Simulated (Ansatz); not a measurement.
One crystal and one scan (frozen-phonon scan) at two levels, PBE (plane waves to 420 eV, PAW, scalar-relativistic; Ansatz, an electronic-structure program) and r2SCAN (plane waves to 500 eV, PAW, scalar-relativistic; Ansatz), each from its own relaxed cell and on its own mesh. The cell shown is that of PBE.

Starting cell, GaN (zinc blende):

```
CELL_PARAMETERS angstrom
      0.00000     4.54879     4.54879
      2.27440     2.27440     4.54879
      2.27440     2.27440     0.00000
ATOMIC_POSITIONS crystal
  N  0.00000 0.75000 0.75000
  N  0.50000 0.75000 0.75000
  Ga 0.00000 0.00000 0.00000
  Ga 0.50000 0.00000 0.00000
```

A phonon eigenvector at X = (0.5, 0.5, 0.0) is frozen into this cell: atom i moves by Q times the vector below, so Q is the largest atomic displacement, in Å. The cell is held. (q is in reciprocal vectors of the primitive cell; the cell shown is doubled to hold the pattern.)

```
atom      x      y       z
----  -----  -----  ------
N1    0.000  0.000   1.000
N2    0.000  0.000  -1.000
```

Atoms not listed stay in place.

GaN was relaxed with its symmetry unable to fall. The PAW data are Ansatz's earlier set. Percentages come from the unrounded values.

| quantity | PBE | r2SCAN | PBE − r2SCAN |
|---|---|---|---|
| Lattice constant a (Å) | 4.549 | 4.498 | +0.051 (+1.1 %) |
| Band gap of the relaxed cell, no spin-orbit coupling (eV) | 1.54 | 2.17 | -0.63 (-29 %) |
| Harmonic wavenumber from the curvature (finite differences) (cm⁻¹ (negative: imaginary)) | 648 | 687 | -39 (-5.8 %) |

PBE gives the higher value for: lattice constant a. PBE gives the lower value for: band gap of the relaxed cell, no spin-orbit coupling; harmonic wavenumber from the curvature. Both give the same shape of the curve: a single well with its minimum at or next to zero displacement. Neither level is exact: the differences show how much the result hangs on the functional.

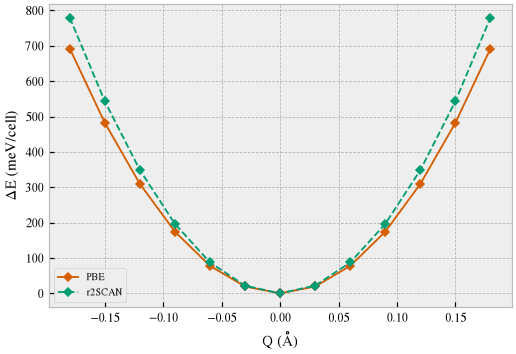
Figure: ΔE, each from the undisplaced structure of its own level.

(A displaced cell: forces are minus the slopes of the energy, force constants its curvatures, and phonons follow from these.)
